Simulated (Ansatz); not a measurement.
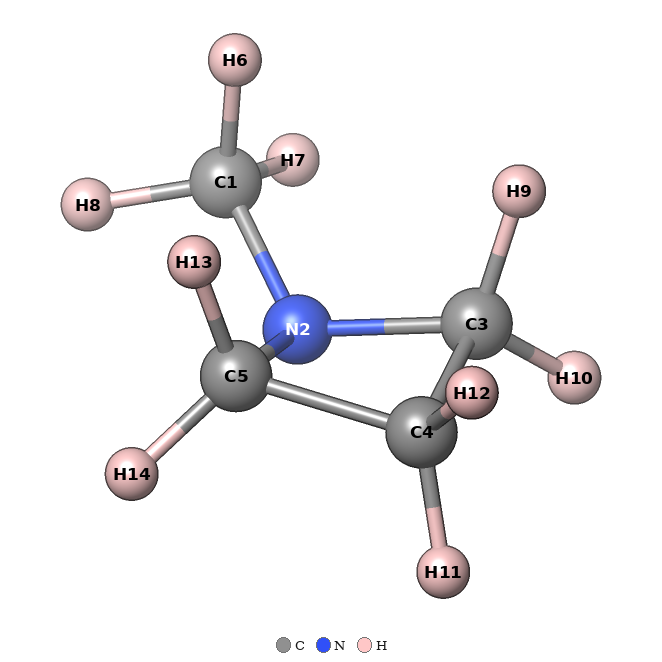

Atoms fade into the background with distance from the viewer. The computed structure is the end point of a PBE-D4/def2-SVP optimisation. No frequency run is at hand to confirm it as a minimum.

**What is the conformation of the ring N2–C3–C4–C5?**

It is puckered (butterfly). The Cremer–Pople amplitude Q is 0.24 Å.

**Give the torsion angles round the ring, beginning with the bond from its second to its third atom.**

−18°, 18°, −19°, 19°.
